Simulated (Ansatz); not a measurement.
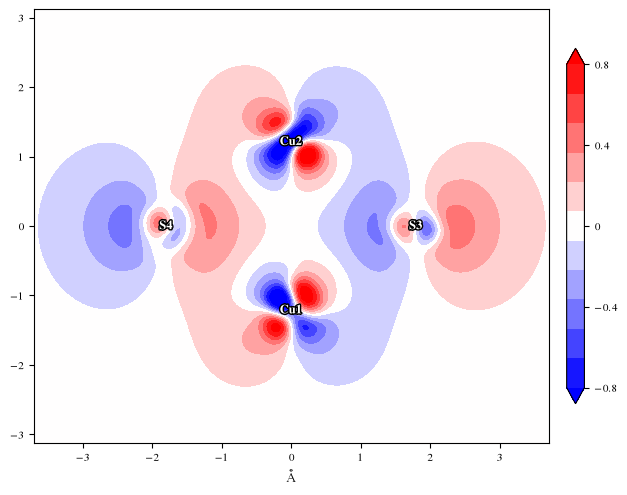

Figure 1: Cu2S2 (triplet). The HOMO (α) on the molecular plane (values in Å⁻³ᐟ²; the overall sign is arbitrary).

Geometry: r2SCAN-D4/def2-SVP.

Method: UKS PBE0-D4/def2-TZVP (Ansatz).

Q: Where does this orbital lie, and at what energy?

A: It lies mainly on S4 (about 30 %), S3 (about 30 %), Cu2 (about 20 %) and Cu1 (about 20 %); it is symmetric in the molecular plane (an in-plane orbital: σ, lone-pair or in-plane π type); it is ungerade (odd under inversion). Its energy is −6.87 eV.
